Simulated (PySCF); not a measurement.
# CH9B4N: electronic excitations and core binding energies

Aim: predict the electronic excitations and core binding energies of CH9B4N (`BBN(B)BC`).

The runs use PySCF 2.14.0, with density-fitted response routines of our own; the level of theory stands in each step. All values are computed, except where a source is named. Atoms count from 0, in the outputs and in this text.

**1. The molecule as given**

15 atoms, charge 0, multiplicity 1; geometry from: GFN2-xTB.

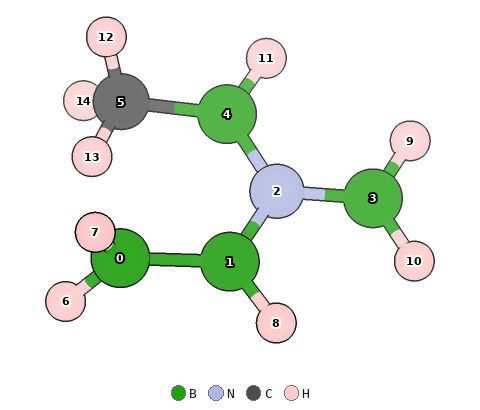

As it starts; boron green, nitrogen light blue, carbon dark grey, hydrogen pink, atoms numbered; sticks join atoms by distance.

**2. Excited states and response: CAM-B3LYP/def2-SVPD**

What the job is given:

```
{"job": {"kind": "uv", "xc": "CAM-B3LYP", "basis": "def2-SVPD", "nstates": 8, "ntriplets": 3}, "charge": 0, "multiplicity": 1}
B     -1.486170    -1.318293     0.060388
B     -1.287426     0.304807     0.218770
N     -0.002306     0.985139     0.099295
B      0.074935     2.407055     0.211408
B      1.191922     0.229758    -0.140522
C      1.182430    -1.338569    -0.280722
H     -1.602771    -2.024219     0.996420
H     -1.858730    -1.794616    -0.951150
H     -2.208935     1.008645     0.434784
H      1.110251     2.943450     0.098486
H     -0.891271     3.034777     0.414516
H      2.214254     0.797865    -0.235083
H      1.599507    -1.656609    -1.235967
H      0.171814    -1.761372    -0.205812
H      1.788080    -1.809828     0.493279
```

With the program's defaults for keys left out, this is: TDDFT CAM-B3LYP/def2-SVPD, vertical, gas phase, core orbitals frozen in the response.

Launch:

```
$ OMP_NUM_THREADS=1 python probes_run.py task.json out
```

The driver reads the jobs from task.json and runs them one after another.

The program printed:

```text
coarse grid: 12072 points
cycle   1  E = -197.3621700247  dE =  5.098e-01  |g| = 3.537e-01  |ddm| = 8.308e+00
cycle   2  E = -197.3761226103  dE = -1.395e-02  |g| = 3.223e-01  |ddm| = 1.854e+00
cycle   3  E = -197.3978017663  dE = -2.168e-02  |g| = 6.103e-02  |ddm| = 5.122e-01
cycle   4  E = -197.3986373200  dE = -8.356e-04  |g| = 2.101e-02  |ddm| = 1.614e-01
cycle   5  E = -197.3987456995  dE = -1.084e-04  |g| = 3.917e-03  |ddm| = 5.569e-02
cycle   6  E = -197.3987504457  dE = -4.746e-06  |g| = 6.968e-04  |ddm| = 1.328e-02
final grid: 115384 points
cycle   7  E = -197.4356327616  dE = -3.598e-05  |g| = 4.542e-03  |ddm| = 1.810e-01
cycle   8  E = -197.4356321637  dE =  5.979e-07  |g| = 5.048e-03  |ddm| = 1.909e-02
cycle   9  E = -197.4356377239  dE = -5.560e-06  |g| = 4.028e-04  |ddm| = 7.733e-03
cycle  10  E = -197.4356377584  dE = -3.443e-08  |g| = 1.958e-04  |ddm| = 1.420e-03
cycle  11  E = -197.4356377686  dE = -1.025e-08  |g| = 2.334e-05  |ddm| = 5.099e-04
cycle  12  E = -197.4356377690  dE = -3.276e-10  |g| = 7.304e-06  |ddm| = 9.861e-05
converged SCF energy = -197.4356377690

Static polarisability (au): isotropic 75.574, principal 56.381 82.907 87.432

Singlet excitations
state   eV       nm        f      main configurations
  1   5.4182    228.8   0.00525   H->L+1 0.40, H->L+2 0.28, H->L 0.23
  2   5.4988    225.5   0.00295   H->L+2 0.61, H->L 0.21, H->L+1 0.10
  3   6.1036    203.1   0.00009   H-1->L 0.26, H->L 0.22, H->L+1 0.20
  4   6.4900    191.0   0.00013   H-1->L+1 0.34, H-2->L+1 0.21, H-1->L+2 0.09
  5   6.5427    189.5   0.00072   H-3->L+2 0.42, H-3->L+1 0.23, H-3->L 0.09
  6   6.6574    186.2   0.00383   H->L 0.23, H->L+1 0.20, H-1->L 0.20
  7   7.1938    172.3   0.01493   H-2->L+1 0.27, H-2->L+2 0.26, H-1->L+1 0.14
  8   7.3693    168.2   0.01019   H-2->L 0.30, H-1->L 0.28, H-1->L+1 0.12

Triplet excitations (Tamm-Dancoff, eV): 4.6769 4.8480 5.5382
```

Run time: 41 s. Hardware: 1 thread of Intel Xeon at 2.70GHz, shared host; peak memory 0.88 GiB.

The orbitals next to the gap, with their largest atomic shares:

```csv
orbital,eV,atoms
HOMO−3,-10.95,"B0 31 %, N2 21 %, H7 16 %"
HOMO−2,-10.87,"B4 18 %, N2 17 %, B3 14 %"
HOMO−1,-10.63,"B3 22 %, B4 18 %, C5 16 %"
HOMO,-9.66,"B1 31 %, B0 30 %, H8 10 %"
LUMO,-0.12,"B3 37 %, B1 13 %, N2 12 %"
LUMO+1,-0.09,"B4 23 %, B0 15 %, B1 15 %"
LUMO+2,-0.06,"B0 29 %, B1 20 %, B4 9 %"
```

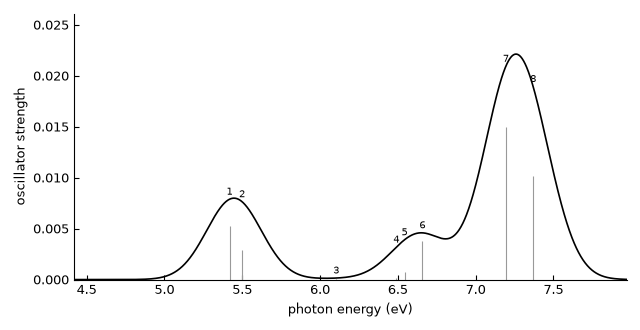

Absorption spectrum from the 8 singlet states computed; above the last one it falls off for lack of states. Lines are broadened to a width of 0.40 eV (Gaussian).

Further results of this job:

```csv
property,computed
dipole moment (D),1.26
polarisability (Å³),11.20
HOMO–LUMO gap (eV),9.54
−ε(HOMO) (eV),9.66
```

**3. Core holes by ΔSCF: SCAN, X2C**

Settings changed since step 2:

```diff
@@ -1,2 +1,2 @@
-{"job": {"kind": "uv", "xc": "CAM-B3LYP", "basis": "def2-SVPD", "nstates": 8, "ntriplets": 3}, "charge": 0, "multiplicity": 1}
+{"job": {"kind": "xps"}, "charge": 0, "multiplicity": 1}
 B     -1.486170    -1.318293     0.060388
```

Level: delta-SCF UKS SCAN, pcX-2 on the ionised atom, pcseg-1 elsewhere, spin-free X2C.

The program printed:

```text
ground state, core basis on atom 0 (B), 160 functions
  cycle   1  E = -197.56715564  |g| = 4.65e-01
  cycle   2  E = -197.53248125  |g| = 5.99e-01
  cycle   3  E = -197.62190064  |g| = 1.24e-01
  cycle   4  E = -197.62568662  |g| = 3.00e-02
  cycle   5  E = -197.62588657  |g| = 1.14e-02
  cycle   6  E = -197.62592382  |g| = 2.43e-03
  cycle   7  E = -197.62592592  |g| = 7.93e-04
  cycle   8  E = -197.62592597  |g| = 1.82e-04
  E(ground) = -197.63669450 Eh
hole in B 1s of atom 0
  cycle   1  E = -190.03749264  |g| = 1.15e+00
  cycle   2  E = -187.90427805  |g| = 1.89e+00
  cycle   3  E = -190.23893129  |g| = 5.22e-01
  cycle   4  E = -190.43933729  |g| = 1.63e-01
  cycle   5  E = -190.44673478  |g| = 1.13e-01
  cycle   6  E = -190.45327367  |g| = 4.44e-02
  cycle   7  E = -190.45455606  |g| = 1.15e-02
  cycle   8  E = -190.45464265  |g| = 5.23e-03
  cycle   9  E = -190.45466270  |g| = 2.48e-03
  cycle  10  E = -190.45466703  |g| = 1.50e-03
  cycle  11  E = -190.45466924  |g| = 5.14e-04
  cycle  12  E = -190.45467012  |g| = 1.65e-04
  E(ion) = -190.46546345 Eh   <S^2> = 0.7957   hole on atom = 1.000   binding energy = 195.139 eV
ground state, core basis on atom 1 (B), 160 functions
  cycle   1  E = -197.62720369  |g| = 4.86e-02
  cycle   2  E = -197.62718236  |g| = 2.40e-02
  cycle   3  E = -197.62729494  |g| = 1.31e-02
  cycle   4  E = -197.62734599  |g| = 1.55e-03
  cycle   5  E = -197.62734634  |g| = 4.03e-04
  E(ground) = -197.63839972 Eh
hole in B 1s of atom 1
  cycle   1  E = -190.02496744  |g| = 1.16e+00
  cycle   2  E = -188.05295834  |g| = 1.98e+00
  cycle   3  E = -190.28654226  |g| = 4.68e-01
  cycle   4  E = -190.42669796  |g| = 1.54e-01
  cycle   5  E = -190.43645088  |g| = 8.00e-02
  cycle   6  E = -190.44011561  |g| = 2.01e-02
  cycle   7  E = -190.44037378  |g| = 6.44e-03
  cycle   8  E = -190.44039274  |g| = 5.27e-03
  cycle   9  E = -190.44041131  |g| = 2.54e-03
  cycle  10  E = -190.44041629  |g| = 9.61e-04
  cycle  11  E = -190.44041801  |g| = 3.36e-04
  E(ion) = -190.45127979 Eh   <S^2> = 0.7837   hole on atom = 1.000   binding energy = 195.571 eV
ground state, core basis on atom 2 (N), 160 functions
  cycle   1  E = -197.64669595  |g| = 7.18e-02
  cycle   2  E = -197.64669884  |g| = 8.98e-03
  cycle   3  E = -197.64668596  |g| = 1.10e-02
  cycle   4  E = -197.64672225  |g| = 1.52e-03
  cycle   5  E = -197.64672341  |g| = 3.47e-04
  E(ground) = -197.65458809 Eh
hole in N 1s of atom 2
  cycle   1  E = -182.05445487  |g| = 1.87e+00
  cycle   2  E = -181.29072928  |g| = 2.13e+00
  cycle   3  E = -182.70496719  |g| = 4.07e-01
  cycle   4  E = -182.76237332  |g| = 1.16e-01
  cycle   5  E = -182.76910491  |g| = 4.04e-02
  cycle   6  E = -182.77000567  |g| = 9.55e-03
  cycle   7  E = -182.77005100  |g| = 4.39e-03
  cycle   8  E = -182.77006339  |g| = 1.21e-03
  cycle   9  E = -182.77006479  |g| = 5.00e-04
  E(ion) = -182.77651877 Eh   <S^2> = 0.7658   hole on atom = 1.000   binding energy = 404.853 eV
ground state, core basis on atom 3 (B), 160 functions
  cycle   1  E = -197.62745324  |g| = 4.93e-02
  cycle   2  E = -197.62737958  |g| = 2.96e-02
  cycle   3  E = -197.62747986  |g| = 2.15e-02
  cycle   4  E = -197.62758231  |g| = 5.07e-03
  cycle   5  E = -197.62758833  |g| = 5.72e-04
  cycle   6  E = -197.62758833  |g| = 1.31e-04
  E(ground) = -197.63855270 Eh
hole in B 1s of atom 3
  cycle   1  E = -190.01470888  |g| = 1.16e+00
  cycle   2  E = -188.02723435  |g| = 1.89e+00
  cycle   3  E = -190.17912754  |g| = 5.71e-01
  cycle   4  E = -190.40398973  |g| = 1.86e-01
  cycle   5  E = -190.40354277  |g| = 1.99e-01
  cycle   6  E = -190.42271641  |g| = 4.41e-02
  cycle   7  E = -190.42383094  |g| = 1.40e-02
  cycle   8  E = -190.42397863  |g| = 7.15e-03
  cycle   9  E = -190.42403325  |g| = 3.77e-03
  cycle  10  E = -190.42405786  |g| = 2.52e-03
  cycle  11  E = -190.42406938  |g| = 1.66e-03
  cycle  12  E = -190.42407387  |g| = 4.80e-04
  E(ion) = -190.43546173 Eh   <S^2> = 0.8197   hole on atom = 1.000   binding energy = 196.006 eV
ground state, core basis on atom 4 (B), 160 functions
  cycle   1  E = -197.62807453  |g| = 4.85e-02
  cycle   2  E = -197.62803203  |g| = 2.58e-02
  cycle   3  E = -197.62815656  |g| = 1.43e-02
  cycle   4  E = -197.62821590  |g| = 1.73e-03
  cycle   5  E = -197.62821504  |g| = 4.34e-04
  E(ground) = -197.63904801 Eh
hole in B 1s of atom 4
  cycle   1  E = -190.00436565  |g| = 1.17e+00
  cycle   2  E = -188.16220724  |g| = 1.95e+00
  cycle   3  E = -190.22860927  |g| = 5.17e-01
  cycle   4  E = -190.40354042  |g| = 1.55e-01
  cycle   5  E = -190.41223294  |g| = 9.57e-02
  cycle   6  E = -190.41631194  |g| = 3.37e-02
  cycle   7  E = -190.41677583  |g| = 1.75e-02
  cycle   8  E = -190.41695556  |g| = 5.10e-03
  cycle   9  E = -190.41698026  |g| = 2.88e-03
  cycle  10  E = -190.41699103  |g| = 1.26e-03
  cycle  11  E = -190.41699336  |g| = 3.75e-04
  E(ion) = -190.42874855 Eh   <S^2> = 0.7926   hole on atom = 1.000   binding energy = 196.202 eV
ground state, core basis on atom 5 (C), 160 functions
  cycle   1  E = -197.63341239  |g| = 5.67e-02
  cycle   2  E = -197.63336484  |g| = 1.90e-02
  cycle   3  E = -197.63332788  |g| = 2.24e-02
  cycle   4  E = -197.63345779  |g| = 1.89e-03
  cycle   5  E = -197.63345839  |g| = 2.40e-04
  E(ground) = -197.64306201 Eh
hole in C 1s of atom 5
  cycle   1  E = -186.38704790  |g| = 1.51e+00
  cycle   2  E = -185.64640192  |g| = 1.81e+00
  cycle   3  E = -186.88479750  |g| = 3.64e-01
  cycle   4  E = -186.92025501  |g| = 2.46e-01
  cycle   5  E = -186.95227652  |g| = 7.10e-02
  cycle   6  E = -186.95419982  |g| = 2.27e-02
  cycle   7  E = -186.95447463  |g| = 5.40e-03
  cycle   8  E = -186.95449331  |g| = 1.78e-03
  cycle   9  E = -186.95449549  |g| = 7.57e-04
  cycle  10  E = -186.95449683  |g| = 2.96e-04
  E(ion) = -186.96366697 Eh   <S^2> = 0.7663   hole on atom = 1.000   binding energy = 290.601 eV
```

It took 66 s on 1 thread of Intel Xeon at 2.70GHz, shared host; peak memory 0.55 GiB.

Binding energies by hole, beside the orbital energy of the ground state; the difference holds orbital relaxation and, for a density functional, its self-interaction error:

```csv
hole,stands for,environment,ΔSCF (eV),−ε (eV),⟨S²⟩
B1s on B0,B0,"boron bonded to B, 2 H",195.14,179.6,0.796
B1s on B1,B1,"boron bonded to B, N, H",195.57,180.0,0.784
N1s on N2,N2,nitrogen bonded to 3 B,404.85,386.1,0.766
B1s on B3,B3,"boron bonded to N, 2 H",196.01,180.2,0.820
B1s on B4,B4,"boron bonded to C, N, H",196.20,180.5,0.793
C1s on C5,C5,methyl carbon bonded to B,290.60,273.7,0.766
```

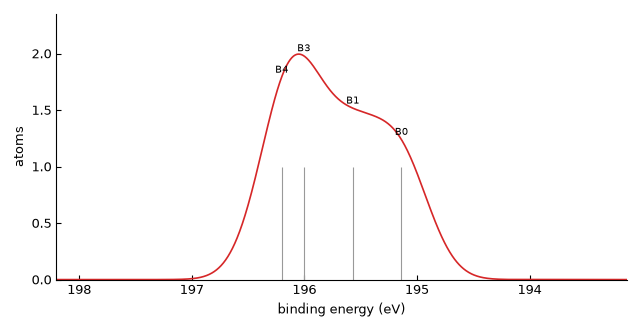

The B1s photoelectron lines, weighted by the number of atoms. Lines are broadened to a width of 0.60 eV (Gaussian).

**4. Results**

| quantity | value |
| --- | --- |
| lowest singlet (CAM-B3LYP/def2-SVPD) | 5.42 eV (229 nm), f = 0.005 |
| brightest single state of those computed | state 7, 7.19 eV, f = 0.015 |
| lowest triplet | 4.68 eV |
| B1s binding energies, SCAN/pcX-2 | B4 196.20, B3 196.01, B1 195.57, B0 195.14 eV |
| N1s binding energies, SCAN/pcX-2 | N2 404.85 eV |
| C1s binding energies, SCAN/pcX-2 | C5 290.60 eV |

In words: The lowest singlet, at 5.42 eV, is HOMO→LUMO+1 0.40, HOMO→LUMO+2 0.28 and is weak; of the 8 states computed, the strongest absorption comes from state 7 at 7.19 eV. The lowest triplet lies 0.74 eV below the lowest singlet (triplets in Tamm-Dancoff, singlets in full TDDFT). The B1s levels kept as sound span 1.06 eV, from B0 (boron bonded to B, 2 H) up to B4 (boron bonded to C, N, H).
